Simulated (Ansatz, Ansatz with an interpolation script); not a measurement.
## G0W0 band structure of In2O3 (R-3c)

Aim: the G0W0 bands of In2O3 (R-3c) along the symmetry lines, with the gap off the mesh.

Main program and level: Ansatz 0.2.0; LDA, Wannier functions and G0W0, plane waves, PAW.

**Experimental background.**

- Gap 3.08 eV: optical gap from linear extrapolation of the absorption edge; UV-visible absorption, Tauc-type extrapolation; powder (hydrothermally grown microspheres, annealed at 400 C) (“Fabrication and performance enhancement of an In2O3/BiVO4 heterojunction for N-butanol gas sensing applications”, 2024, pmc:11650617).

### 1. Set-up

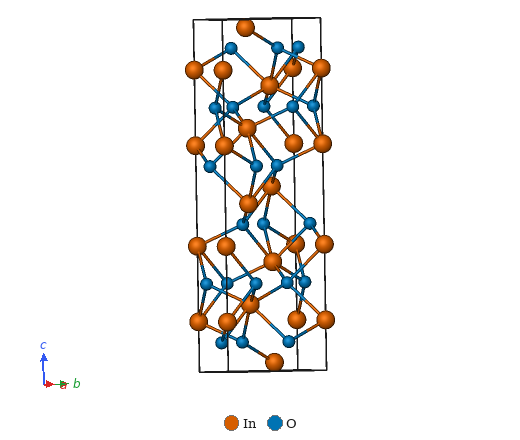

Start, viewed slightly off an axis; indium orange, oxygen blue. This picture shows the conventional cell, with its axes. Some periodic images of atoms are drawn too.

The cell and positions come from the Crystallography Open Database and are kept as given unless a step says otherwise. This is not the form that In2O3 usually takes at ambient conditions.

### 2. LDA bands

The cheap functional maps the bands first; the places of the edges decide which points the dearer methods must see.

This step: DFT, LDA, plane waves, PAW; PAW set soft_1.

The input, input.yaml:

```yaml
crystal:
  lattice:
    - [2.7435, 1.58396046, 4.83666667]
    - [-2.7435, 1.58396046, 4.83666667]
    - [0.0, -3.16792093, 4.83666667]
  atoms:
    - { symbol: In, position: [0.35731, 0.35731, 0.35731] }
    - { symbol: In, position: [0.14269, 0.14269, 0.14269] }
    - { symbol: In, position: [0.64269, 0.64269, 0.64269] }
    - { symbol: In, position: [0.85731, 0.85731, 0.85731] }
    - { symbol: O, position: [0.548, 0.952, 0.25] }
    - { symbol: O, position: [0.25, 0.548, 0.952] }
    - { symbol: O, position: [0.952, 0.25, 0.548] }
    - { symbol: O, position: [0.452, 0.048, 0.75] }
    - { symbol: O, position: [0.75, 0.452, 0.048] }
    - { symbol: O, position: [0.048, 0.75, 0.452] }
kpoints:
  mp_grid: { grid: [4, 4, 4] }
  band_path:
    path:
      - [[0.0, 0.0, 0.0], [0.5, 0.5, 0.5], [0.76183349, 0.23816651, 0.5]]
      - [[0.5, -0.23816651, 0.23816651], [0.5, 0.0, 0.0], [0.0, 0.0, 0.0], [0.36908326, -0.36908326, 0.0]]
      - [[0.63091674, 0.0, 0.36908326], [0.5, 0.0, 0.5], [0.0, 0.0, 0.0]]
    npoints: 10
hamiltonian:
  xc: lda
  pseudopotentials: { kind: paw, azcp: { folder: soft_1 }, xc_functional: pbe }
scf:
  occupations: { method: fermi_dirac, width: 0.02 }
  n_extra_bands: 67
output:
  eigenvalues: true
  fatbands: true
  write_density: true
  write_potential: true
  elf: true
  volumetric_format: npy
```

Started as:

```
ansatz run input.yaml --threads 3 --pin off --max-ram 92160MiB --backend cuda --events-out ev --progress --plain --runs-dir out --devices 1 --max-vram 13GiB
```

Numbers of over 12 decimals in the logs are rounded to 6 here.

Log:

```text
scf.n_extra_bands = 67 over 44 filled bands (N_el = 88.0): the run solves 111 bands
GPUs: using 1 of 1 available (devices: 1).
Engine: ansatz 0.2.0, x86_64-unknown-linux-gnu
Pseudopotentials: kind: paw
Pseudopotential: In, paw, valence charge 13, recommended cutoff 420 eV (normal), soft_1/In.paw.azcp
Pseudopotential: O, paw, valence charge 6, recommended cutoff 420 eV (normal), soft_1/O.paw.azcp
Functional definition: SPW92
  exchange = slater_x
  correlation = pw_c
device memory: the entry about to start is reckoned to put 5.7 GiB on a device that reports 51.1 GiB free (of which the cap on the GPU budget leaves the run 13.0 GiB)
GPU FFT provider: cuFFT
GPU libraries: cuBLAS 13.8.2, cuFFT 12.4.0, cuSOLVER 12.3.4
Crystal: 10 atoms, lattice volume = 126.109 Å³
Basis set: ecut = 420 eV, 2453 PW (Γ)
Bands: 111, of which v1, the nominal top of the filled ones, is band 44 counted from 1 (43 counted from 0)
Symmetry: 12 space group operations
Space group: R-3c (ITA 167), of the structure as read, at distance tolerance 5.0e-5 Å
k-points: 13 of 64
Non-local potential: In, projectors of the file, l = 0: 2, l = 1: 2, l = 2: 2, l = 3: 1
Non-local potential: O, projectors of the file, l = 0: 2, l = 1: 2, l = 2: 1
PAW form: soft (Blöchl's): semilocal exchange-correlation on the pseudo side does not see the compensation charge
PAW frozen core: In, regenerated for the run's functional, and the local potential with it (the file was generated under x = pbe(κ = 0.804, μ = 0.219515), c = pbe(β = 0.066725))
PAW frozen core: O, regenerated for the run's functional, and the local potential with it (the file was generated under x = pbe(κ = 0.804, μ = 0.219515), c = pbe(β = 0.066725))
PAW one-centre angular grid: In, 590 points (default); XC on 64 Gauss nodes
PAW one-centre angular grid: O, 110 points (default); XC on 64 Gauss nodes
Initial density: superposition of atomic densities (chi_scale 0.1, normalization cell, long waves kept (reshape's long-wave potential 0.00 eV rms))
Initial wavefunctions: pseudopotential atomic-orbital guess
GPU buffer pool allocated for 64000 grid points (all kernels)
GPU transforms: local potential and band sums: pruned to the plane-wave sphere, on 40×40×40
Functional: x = slater, c = lda
SCF iter   1: F=—  HF=-25162.532048 eV  |F-HF|=—  |Δ(HF+E_count)|=         —  Δρ=5.98e-2  dr2=2.97e0  ethr=3.10e-3  ⟨swp⟩=6.0  Hψ=6888  notcnv=0  defer=398
preconditioner: auto → Resta (q_TF=auto, 2.569 Å⁻¹)  ε∞=2.1  [insulator: Δε(μ)=1.325 eV  Ē_g=30.246 eV  σ=0.020 eV  W_gap=1.00  n_scr=32 (ndim 8)  ℏωp=31.0 eV  f_vac=0.000  D(μ)=0.00/eV (n_scr^D=0)  ε∞_Penn≈2.1]
SCF iter   2: F=—  HF=-25161.785019 eV  |F-HF|=—  |Δ(HF+E_count)|=   7.47e-1  Δρ=2.61e-2  dr2=6.67e-1  ethr=3.10e-3  ⟨swp⟩=2.0  Hψ=1730  notcnv=0  defer=805
SCF iter   3: F=—  HF=-25161.586192 eV  |F-HF|=—  |Δ(HF+E_count)|=   1.99e-1  Δρ=4.49e-3  dr2=2.67e-2  ethr=7.58e-4  ⟨swp⟩=3.0  Hψ=1227  notcnv=0  defer=805
SCF iter   4: F=—  HF=-25161.580677 eV  |F-HF|=—  |Δ(HF+E_count)|=   5.51e-3  Δρ=7.12e-4  dr2=6.19e-4  ethr=3.03e-5  ⟨swp⟩=3.0  Hψ=1263  notcnv=0  defer=805
SCF iter   5: F=—  HF=-25161.580439 eV  |F-HF|=—  |Δ(HF+E_count)|=   2.38e-4  Δρ=1.04e-4  dr2=1.28e-5  ethr=7.03e-7  ⟨swp⟩=2.9  Hψ=1216  notcnv=0  defer=805
SCF iter   6: F=—  HF=-25161.580570 eV  |F-HF|=—  |Δ(HF+E_count)|=   1.31e-4  Δρ=1.70e-5  dr2=3.90e-7  ethr=1.45e-8  ⟨swp⟩=2.2  Hψ=1959  notcnv=0  defer=805
SCF iter   7: F=-25161.580570 eV  HF=-25161.580570 eV  |F-HF|=1.63e-8  |Δ(HF+E_count)|=   1.88e-7  Δρ=4.44e-6  dr2=2.66e-8  ethr=1.14e-10  ⟨swp⟩=10.6  Hψ=9031  notcnv=0
SCF 1 converged in 7 iterations: F = -25161.580570 eV  dr2 = 2.66e-8
[...]
device memory: the entry about to start is reckoned to put 4.3 GiB on a device that reports 48.5 GiB free (of which the cap on the GPU budget leaves the run 13.0 GiB)
NSCF: frozen V_eff on 73 k-points
SCF converged after 7 iterations
Free energy (F): -25161.580570 eV
Harris-Foulkes:  -25161.580570 eV  (|F-HF|=1.63e-8)
Internal energy: -25161.580570 eV  (E = F + TS)
E sigma→0 (E₀):  -25161.580570 eV
Fermi energy:    9.245581 eV
--- Per-component energies (eV) ---
  E_band       = 14.532929
  E_kinetic    = 1891.846531
  E_local      = -5592.797704  (includes V_loc(G=0)·N_el)
  E_nonlocal   = 1656.938792
  E_hartree    = 2179.989422
  E_xc         = -983.371422
  E_vxc        = -897.754375  (∫ρ·V_xc dr)
  E_paw        = -17204.801299  (= ΣΔE_a)
  E_vpaw       = -1403.685367  (= ΣTr[D̂ρ^β])
  E_aug_tail   = 0.004810  (compensation charges beyond the density's cutoff)
  E_ewald      = -7111.109367
  E_core_change = 1.719667  (= ΣΔE_core)
  E_smearing   = -0.000000  (= −TS)
  E_closure    = -0.000000  (closes the sum)
  Σ components = -25161.580570   (vs F -25161.580570, Δ=0.00e0)
--- Band table (eV; the first three rows and the last of 13) ---
  k-point 0: bands = [... 40 lower, 8.3586, 8.3586, 8.5898, 8.5898, 9.8147, 14.0469, 14.7113, 15.7935, ... 63 higher]
  k-point 1: bands = [... 40 lower, 8.2226, 8.2314, 8.4619, 8.6291, 11.4077, 14.4551, 14.5680, 15.1965, ... 63 higher]
  k-point 2: bands = [... 40 lower, 7.8580, 7.8580, 8.5712, 8.5712, 13.4957, 13.4957, 14.3624, 14.3624, ... 63 higher]
  k-point 12: bands = [... 40 lower, 8.4407, 8.4407, 8.4407, 8.4407, 12.9462, 12.9462, 15.6450, 15.6450, ... 63 higher]
```

Run time: 13 s. Hardware: 1 × NVIDIA H100 80GB HBM3 (shared by 6 runs) with 3 threads of AMD EPYC 7R13 (Zen 3), shared host; peak memory 1 GiB; 14 s of CPU time.

Reading the cycles: dr2 is the Hartree energy of the density residual (eV), the measure of convergence; HF is the Harris–Foulkes estimate of the energy, which meets the free energy F at convergence.

Numbers from this step:

```
filled bands         : 44
gap                  : 1.177 eV
valence top at       : k = (0.300, 0.000, 0.000)
conduction bottom at : Γ
least direct gap     : 1.225 eV
```

The gap is indirect, with the least direct gap 0.05 eV higher.

The electronic bands at the labelled points (eV, zero at the top of the highest nominally filled band):

| point | band 41 | band 42 | band 43 | band 44 | band 45 | band 46 | band 47 | band 48 |
| --- | --- | --- | --- | --- | --- | --- | --- | --- |
| Γ | -0.28 | -0.28 | -0.05 | -0.05 | 1.18 | 5.41 | 6.07 | 7.16 |
| T | -0.20 | -0.20 | -0.20 | -0.20 | 4.31 | 4.31 | 7.01 | 7.01 |
| H2 | -0.35 | -0.35 | -0.16 | -0.16 | 5.46 | 5.46 | 5.78 | 5.78 |
| jump to H0 | -0.35 | -0.35 | -0.16 | -0.16 | 5.46 | 5.46 | 5.78 | 5.78 |
| L | -0.78 | -0.78 | -0.07 | -0.07 | 4.86 | 4.86 | 5.72 | 5.72 |
| Γ | -0.28 | -0.28 | -0.05 | -0.05 | 1.18 | 5.41 | 6.07 | 7.16 |
| S0 | -0.46 | -0.27 | -0.22 | -0.07 | 5.18 | 5.40 | 5.62 | 6.07 |
| jump to S2 | -0.46 | -0.27 | -0.22 | -0.07 | 5.18 | 5.40 | 5.62 | 6.07 |
| F | -0.56 | -0.35 | -0.09 | -0.04 | 5.09 | 5.39 | 6.33 | 6.43 |
| Γ | -0.28 | -0.28 | -0.05 | -0.05 | 1.18 | 5.41 | 6.07 | 7.16 |

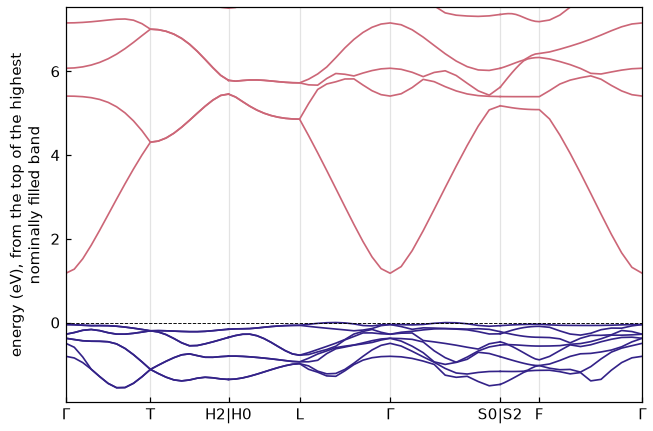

Electronic bands along the path; lines of filled and empty bands in two colours.

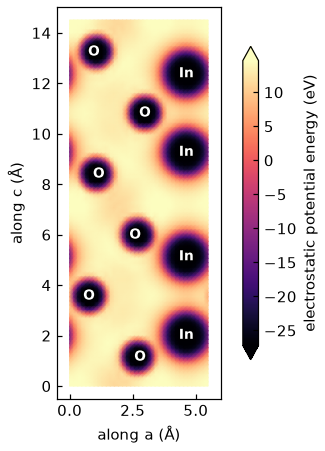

Electrostatic potential energy in the ac plane of the conventional cell at fractional y = 0.333, with atoms of In and O within 0.2 Å of it. With pseudopotentials it is smooth inside the atoms' cores, unlike the true potential. The map starts off the cell's origin, so that atoms lie inside it.

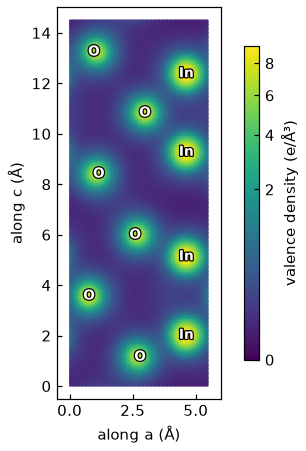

Valence density in the ac plane of the conventional cell at fractional y = 0.333, with atoms of In and O within 0.2 Å of it. It is the smooth field of the valence electrons, not physical close to the nuclei. The map starts off the cell's origin, so that atoms lie inside it. The colour scale is stretched toward low values.

### 3. Wannier functions (In:5s In:5p O:2p) on 8×8×8

Localised functions give a small Hamiltonian that interpolates between mesh points at no cost.

This step: maximally localised Wannier functions, LDA, plane waves, PAW; PAW set soft_1.

input.yaml, the sections that differ from step 2:

```yaml
kpoints:
  mp_grid: { grid: [4, 4, 4] }
scf:
  occupations: { method: fixed }
  n_extra_bands: 67
output:
  wannier:
    kmesh: [8, 8, 8]
    projections:
      - { species: In, l: s, shell: 5 }
      - { species: In, l: p, shell: 5 }
      - { species: O, l: p, shell: 2 }
    minimise: true
    write_hr: true
    seedname: w
    conv_tol: 1.0e-06
    max_iter: 20000
    stability_check: false
    disentanglement:
      window: [2.69, 23.26]
      frozen_window: [2.69, 12.81]
      conv_tol: 1.0e-08
# crystal, hamiltonian: as in step 2
```

Log:

```text
[...]
GPUs: using 1 of 1 available (devices: 1).
[...]
GPU FFT provider: cuFFT
GPU libraries: cuBLAS 13.8.2, cuFFT 12.4.0, cuSOLVER 12.3.4
Crystal: 10 atoms, lattice volume = 126.109 Å³
Basis set: ecut = 420 eV, 2453 PW (Γ)
Bands: 111, of which v1, the nominal top of the filled ones, is band 44 counted from 1 (43 counted from 0)
Symmetry: 12 space group operations
[...]
k-points: 13 of 64
[...]
GPU buffer pool allocated for 64000 grid points (all kernels)
[...]
SCF iter   1: F=—  HF=-25162.532063 eV  |F-HF|=—  |Δ(HF+E_count)|=         —  Δρ=5.98e-2  dr2=2.97e0  ethr=3.10e-3  ⟨swp⟩=4.9  Hψ=4789  notcnv=0  defer=836
[...]
SCF iter   8: F=-25161.580570 eV  HF=-25161.580570 eV  |F-HF|=1.85e-9  |Δ(HF+E_count)|=   8.32e-8  Δρ=1.93e-6  dr2=4.22e-9  ethr=1.14e-10  ⟨swp⟩=12.5  Hψ=10564  notcnv=0
SCF 1 converged in 8 iterations: F = -25161.580570 eV  dr2 = 4.22e-9
[...]
NSCF: frozen V_eff on 13 k-points
the band table was solved once the SCF had ended and its energy, with any forces and stress, was formed, with the checks that follow a solve (5416 applications of the Hamiltonian). They found nothing against the state; the energy, forces and stress were not computed again (output.eigenvalues in the input reference)
[...]
the Wannier pass solved 68 of the 512 points of its mesh, and has the states at the others by symmetry: states obtained by the crystal's operations at points that were solved too leave a residual of 4.14e-13 eV (read by the count's bands and the next), within 8.33e-6 eV
SCF converged after 8 iterations
Free energy (F): -25161.580570 eV
[...]
Internal energy: -25161.580570 eV  (E = F + TS)
E sigma→0 (E₀):  -25161.580570 eV
Fermi energy:    8.629045 eV
[...]
--- Band table (eV; the first three rows and the last of 13) ---
  k-point 0: bands = [... 40 lower, 8.3585, 8.3585, 8.5898, 8.5898, 9.8147, 14.0469, 14.7113, 15.7935, ... 63 higher]
  k-point 1: bands = [... 40 lower, 8.2225, 8.2314, 8.4618, 8.6290, 11.4077, 14.4551, 14.5680, 15.1965, ... 63 higher]
  k-point 2: bands = [... 40 lower, 7.8579, 7.8579, 8.5712, 8.5712, 13.4956, 13.4956, 14.3624, 14.3624, ... 63 higher]
  k-point 12: bands = [... 40 lower, 8.4407, 8.4407, 8.4407, 8.4407, 12.9462, 12.9462, 15.6450, 15.6450, ... 63 higher]
Wannier search: line search 1 of at most 20000: gauge-dependent spread (as the search counts it) 21.2706796 Å², largest recent change 2.8e0 Å² against conv_tol 1.0e-6 Å², 0 stops escaped
[...]
WARN: <dir> 904 periodic images of 876 elements of H(R) lie 4.88e-4 to 1.95e-3 Å beyond their element's nearest image, near the 9.77e-4 Å window within which an element is shared among its images; whether they share it moves the interpolated H(k) by 8.1e-3 eV (Frobenius norm, root mean square over the Brillouin zone); at the model's own mesh points H(k) does not change
```

It took 40 s on 1 × NVIDIA H100 80GB HBM3 (shared by 6 runs) with 3 threads; peak memory 1.9 GiB; 49 s of CPU time.

w.win, one line in 2:

```text
! ansatz wannier90 interface
! states of the run's bands (counted from 1): 1-64
num_wann  = 34
conv_tol = 1e-6
dis_win_min = 2.69
dis_froz_min = 2.69
dis_num_iter = 10000
guiding_centres = true

Ang
       -2.743499999836837       1.5839604617608691        4.836666670545816
end unit_cell_cart
begin atoms_frac
In                   0.14269                  0.14269                  0.14269
In                   0.85731                  0.85731                  0.85731
O                       0.25                    0.548                    0.952
O                      0.452                    0.048                     0.75
O                      0.048                     0.75                    0.452
```

This step gave:

```
gauge-invariant spread     : 58.06 Å²
diagonal spread            : 0.03382 Å²
off-diagonal spread        : 7.018 Å²
total spread               : 65.11 Å²
least projectability       : 0.1922
localisation steps         : 249
disentanglement steps      : 153
r.m.s. interpolation error : 4.57e-4 eV
r.m.s. error near the gap  : 3.68e-4 eV
```

Near the gap the model misses directly solved bands by 0.4 meV r.m.s. and by 3 meV at most in the window tested. This tests the starting bands, not the corrections carried with them.

Wannier functions, by row:

| function | x (Å) | y (Å) | z (Å) | spread (Å²) | nearest atom | distance (Å) |
| --- | --- | --- | --- | --- | --- | --- |
| 1 | -0.568 | 0.65 | 5.09 | 3.214 | In1 | 0.868 |
| 2 | -0.568 | -0.65 | 2.165 | 3.214 | In2 | 0.868 |
| 3 | 0.568 | -0.65 | 9.42 | 3.214 | In3 | 0.868 |
| 4 | 0.568 | 0.65 | 12.35 | 3.214 | In4 | 0.868 |
| 5 | 0 | 0 | 6.104 | 2.844 | In1 | 0.919 |
| 6 | 0.847 | 0.168 | 5.091 | 3.214 | In1 | 0.869 |
| 7 | -0.279 | -0.818 | 5.091 | 3.214 | In1 | 0.869 |
| 8 | 0 | 0 | 1.151 | 2.844 | In2 | 0.919 |
| 9 | 0.847 | -0.168 | 2.164 | 3.214 | In2 | 0.869 |
| 10 | -0.279 | 0.818 | 2.164 | 3.214 | In2 | 0.869 |
| 11 | 0 | 0 | 8.406 | 2.844 | In3 | 0.919 |
| 12 | -0.847 | -0.168 | 9.419 | 3.214 | In3 | 0.869 |
| 13 | 0.279 | 0.818 | 9.419 | 3.214 | In3 | 0.869 |
| 14 | 0 | 0 | 13.36 | 2.844 | In4 | 0.919 |
| 15 | -0.847 | 0.168 | 12.35 | 3.214 | In4 | 0.869 |
| 16 | 0.279 | -0.818 | 12.35 | 3.214 | In4 | 0.869 |
| 17 | -1.11 | 1.584 | 8.464 | 0.81 | O5 | 0.001 |
| 18 | -1.118 | 1.584 | 8.464 | 0.865 | O5 | 0.01 |
| 19 | -1.083 | 1.584 | 8.464 | 0.853 | O5 | 0.026 |
| 20 | -0.817 | -1.753 | 8.464 | 0.81 | O6 | 0.001 |
| 21 | -0.844 | -1.748 | 8.457 | 0.856 | O6 | 0.028 |
| 22 | -0.799 | -1.742 | 8.472 | 0.862 | O6 | 0.022 |
| 23 | 1.927 | 0.169 | 8.464 | 0.81 | O7 | 0.001 |
| 24 | 1.9 | 0.164 | 8.472 | 0.856 | O7 | 0.028 |
| 25 | 1.944 | 0.158 | 8.457 | 0.862 | O7 | 0.022 |
| 26 | 1.11 | -1.584 | 6.046 | 0.81 | O8 | 0.001 |
| 27 | 1.118 | -1.584 | 6.046 | 0.865 | O8 | 0.01 |
| 28 | 1.083 | -1.584 | 6.046 | 0.853 | O8 | 0.026 |
| 29 | 0.817 | 1.753 | 6.046 | 0.81 | O9 | 0.001 |
| 30 | 0.844 | 1.748 | 6.053 | 0.856 | O9 | 0.028 |
| 31 | 0.799 | 1.742 | 6.038 | 0.862 | O9 | 0.022 |
| 32 | -1.927 | -0.169 | 6.046 | 0.81 | O10 | 0.001 |
| 33 | -1.9 | -0.164 | 6.038 | 0.856 | O10 | 0.028 |
| 34 | -1.944 | -0.158 | 6.053 | 0.862 | O10 | 0.022 |

Frozen up to 4.18 eV; above it the model need not follow the bands. The electronic bands at the labelled points (eV, zero at the valence-band top):

| point | band 41 | band 42 | band 43 | band 44 | band 45 | band 46 | band 47 | band 48 |
| --- | --- | --- | --- | --- | --- | --- | --- | --- |
| Γ | -0.28 | -0.28 | -0.05 | -0.05 | 1.18 | 5.41 | 6.07 | 7.16 |
| T | -0.20 | -0.20 | -0.20 | -0.20 | 4.33 | 4.33 | 7.04 | 7.04 |
| H2 | -0.35 | -0.35 | -0.16 | -0.16 | 5.48 | 5.48 | 5.80 | 5.80 |
| jump to H0 | -0.35 | -0.35 | -0.16 | -0.16 | 5.48 | 5.48 | 5.80 | 5.80 |
| L | -0.78 | -0.78 | -0.07 | -0.07 | 4.87 | 4.87 | 5.74 | 5.74 |
| Γ | -0.28 | -0.28 | -0.05 | -0.05 | 1.18 | 5.41 | 6.07 | 7.16 |
| S0 | -0.46 | -0.27 | -0.22 | -0.07 | 5.19 | 5.40 | 5.64 | 6.09 |
| jump to S2 | -0.46 | -0.27 | -0.22 | -0.07 | 5.19 | 5.40 | 5.64 | 6.09 |
| F | -0.56 | -0.35 | -0.09 | -0.04 | 5.11 | 5.39 | 6.41 | 6.48 |
| Γ | -0.28 | -0.28 | -0.05 | -0.05 | 1.18 | 5.41 | 6.07 | 7.16 |

The same for Kohn-Sham, solved directly:

(Unchanged from step 2.)

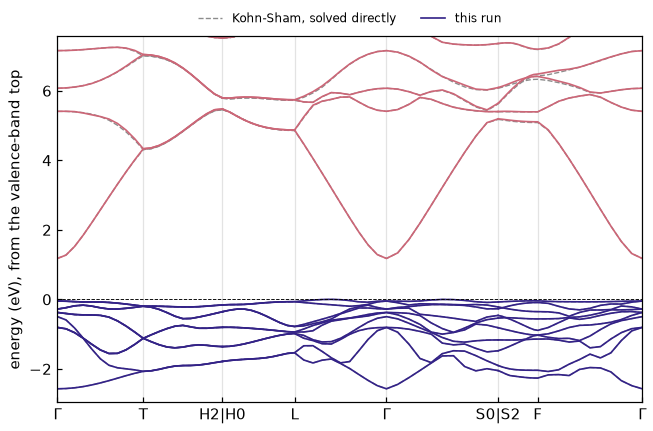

Electronic bands along the path; lines of filled and empty bands in two colours; dashed: Kohn-Sham, solved directly.

(Part 1 of 2 ends here.)

[Paths, hosts, dates, memory and timing lines, banners, echoed tables and standing remarks are left out of the program output.]

[Logs are printed without paths, hosts, clocks, repeated set-up lines and the standing remarks that a program may print on its own settings, such as how far it seeks lower states.]

[Runs of the session that timed out or met a known fault of the program may be left out.]

[Hosts, paths, dates, database ids (printed as entryN), source tags and the programs' standing remarks are cut or masked in the printed files.]
